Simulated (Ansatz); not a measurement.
**SiH3 (silyl radical): UMP2/3-21G**

What is the energy change on altering one bond length of SiH3 (silyl radical) at UMP2/3-21G? 

The results are computed with Ansatz 0.2.0.

53 further runs of the same task are left out: 53 set aside as unsound or not needed.

## 1. The molecule

SiH3: 4 atoms, total charge 0, spin state doublet. As SMILES, `[SiH3]`. Geometry: relaxed at PBE0-D4/def2-TZVP.

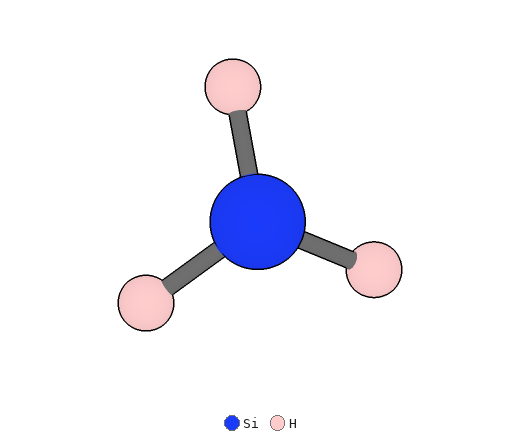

The structure, seen from a chosen angle (silicon blue, hydrogen pink).

## 2. The energy at UMP2/3-21G

Contents of run.yaml:

```yaml
basis:
  gaussian:
    orbitals: 3-21G.json
crystal:
  periodic: [false, false, false]
  atoms:
    - {symbol: Si, position_ang: [0.293780, -0.026900, -0.164030]}
    - {symbol: H, position_ang: [0.559150, 0.665300, 1.123900]}
    - {symbol: H, position_ang: [-0.224040, -1.401650, 0.060130]}
    - {symbol: H, position_ang: [-0.628890, 0.763250, -1.019990]}
magnetization:
  spin_polarized: true
  initial_magnetization: 1
correlation:
  method: mp2
  frozen_orbitals: {H: 0, Si: 5}
accuracy: high
```

The basis set 3-21G is read from a file made from the Basis Set Exchange's data (not shown).

Run with:

```
$ ansatz run run.yaml --threads 1 --pin off --max-ram 3480MiB --events-out events.jsonl --progress --plain --runs-dir runs
```

Output:

```text
Warning: RAYON_NUM_THREADS=1 ignored (pool sized by the plan → 1); use --threads N
Functional definition: HF
  name "HF"
  exchange = exact_x
  correlation = 0
377 factors; integrals over basis functions are off by at most 3.0e-9 eV
mean field evaluation 1: about -7865.9433 eV, gradient 5.2e0 eV
mean field evaluation 2: about -7865.9440 eV, gradient 5.2e0 eV
mean field evaluation 4: about -7866.2744 eV, gradient 4.9e-1 eV
mean field evaluation 8: about -7866.2817 eV, gradient 7.4e-3 eV
mean field -7866.28172581 eV, -289.0805214661 hartree, gradient 6.9e-9 eV, S^2 0.755059; 0 other end points of the search recorded, 0 dependent functions left out
5 core orbitals not correlated: weight in the atoms' cores, before any rotation towards them, 1.000 or more for the frozen orbitals, at most 0.000 for the correlated occupied ones
reference -7866.28172581 eV, -289.0805214661 hartree; 4, 3 occupied and 10, 11 virtual orbitals, 377 factors
second order -1.36177903 eV of doubles, -0.00000000 eV of singles
Total energy: -7867.64350484 eV, -289.1305659225 hartree
```

Run time: 0.12 s. Hardware: 1 thread of Arm Neoverse V1, shared host.

## 3. The distorted shape, same level

Contents of in.yaml:

```yaml
crystal:
  periodic: [false, false, false]
  atoms:
    - {symbol: Si, position_ang: [0.227429, -0.199971, -0.486052]}
    - {symbol: H, position_ang: [0.559150, 0.665300, 1.123900]}
    - {symbol: H, position_ang: [-0.290391, -1.574721, -0.261892]}
    - {symbol: H, position_ang: [-0.695241, 0.590179, -1.342012]}
basis:
  gaussian: {orbitals: 3-21G.json}
magnetization: {spin_polarized: true, initial_magnetization: 1}
correlation: {method: mp2, frozen_orbitals: {H: 0, Si: 5}}
accuracy: high
```

The basis set 3-21G is read from a file made from the Basis Set Exchange's data (not shown).

Run with:

```
$ ansatz run in.yaml --threads 1 --pin off --max-ram 3480MiB --events-out events.jsonl --progress --plain --runs-dir runs
```

Output:

```text
Warning: RAYON_NUM_THREADS=1 ignored (pool sized by the plan → 1); use --threads N
[... 4 set-up lines as earlier in the session ...]
376 factors; integrals over basis functions are off by at most 2.8e-9 eV
mean field evaluation 1: about -7865.1539 eV, gradient 5.1e0 eV
mean field evaluation 2: about -7865.1537 eV, gradient 5.1e0 eV
mean field evaluation 4: about -7865.4986 eV, gradient 5.1e-1 eV
mean field evaluation 8: about -7865.5109 eV, gradient 4.0e-3 eV
mean field -7865.51093494 eV, -289.0521954244 hartree, gradient 2.7e-8 eV, S^2 0.756695; 0 other end points of the search recorded, 0 dependent functions left out
5 core orbitals not correlated: weight in the atoms' cores, before any rotation towards them, 1.000 or more for the frozen orbitals, at most 0.000 for the correlated occupied ones
reference -7865.51093494 eV, -289.0521954244 hartree; 4, 3 occupied and 10, 11 virtual orbitals, 376 factors
second order -1.44677046 eV of doubles, -0.00000000 eV of singles
Total energy: -7866.95770540 eV, -289.1053632580 hartree
```

Wall time 0.12 s (1 thread of Arm Neoverse V1, shared host).

## 4. Summary of results

Level: UMP2/3-21G, 5 core orbitals frozen.

```
                                                          quantity          value
                                         first shape: total energy  -289.13057 Eh
          first shape: correlation energy (5 core orbitals frozen)      -50.0 mEh
                    first shape: ⟨S²⟩ of the reference determinant          0.755
                                     distorted shape: total energy  -289.10536 Eh
      distorted shape: correlation energy (5 core orbitals frozen)      -53.2 mEh
                distorted shape: ⟨S²⟩ of the reference determinant          0.757
energy change with the Si1–H2 bond stretched from 1.486 to 1.858 Å       0.686 eV
```

With the Si1–H2 bond stretched from 1.486 to 1.858 Å the energy rises by 0.69 eV (15.8 kcal/mol). The first shape isn't relaxed at this level, so the change isn't measured from a minimum.
